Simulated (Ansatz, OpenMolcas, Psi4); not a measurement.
## CF2 (SMILES F[C]F): the electronic atomisation energy, rung by rung

The species is CF2 (3 atoms), meant as a singlet with charge 0. SMILES: `F[C]F`. The coordinates come from a PBE0-D4/def2-TZVP relaxation.

```tsv
atom	x (Å)	y (Å)	z (Å)
F	0.3163	0.9714	0.2816
C	0.3823	-0.3185	0.1752
F	-0.6986	-0.6529	-0.4567
```

Quantity: the electronic atomisation energy, in eV. The values are calculated. Electronic energies at fixed atoms, without zero-point motion or spin-orbit coupling.

```csv
level,kind,program,value (eV),less CCSD(T)/def2-TZVPP,CPU time (all runs)
HF/def2-TZVPP,Hartree–Fock,Ansatz,6.87,-3.95,0.72 s
BLYP/def2-TZVPP,GGA,Ansatz,11.45,+0.63,2 s
revPBE/def2-TZVPP,GGA,Ansatz,11.36,+0.54,1.6 s
TPSS/def2-TZVPP,meta-GGA,Psi4,11.33,+0.51,65 s
r2SCAN/def2-TZVPP,meta-GGA,OpenMolcas,11.24,+0.42,1.7 min
M06-2X/def2-TZVPP,hybrid meta-GGA,OpenMolcas,11.25,+0.43,50 s
PBE-QIDH/def2-TZVPP,double hybrid,Ansatz,10.97,+0.15,2 s
RPA@PBE0/def2-TZVPP,RPA,Ansatz,10.29,-0.53,2.4 s
MP2/def2-TZVPP,perturbation theory,Ansatz,11.42,+0.60,0.91 s
CCSD(T)/def2-TZVPP,coupled cluster or CI,Ansatz,10.82,0.00,3.7 s
```

CCSD(T)/def2-TZVPP is the highest level here, not the true value. The values span 6.87 to 11.45 eV. Times are those of the runs behind each value, whatever else they computed, on shared processors of several kinds: orders of magnitude only.

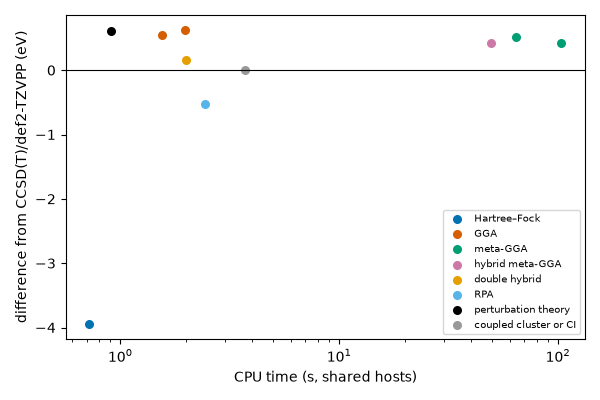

Difference from CCSD(T)/def2-TZVPP against processor time, one point a level.
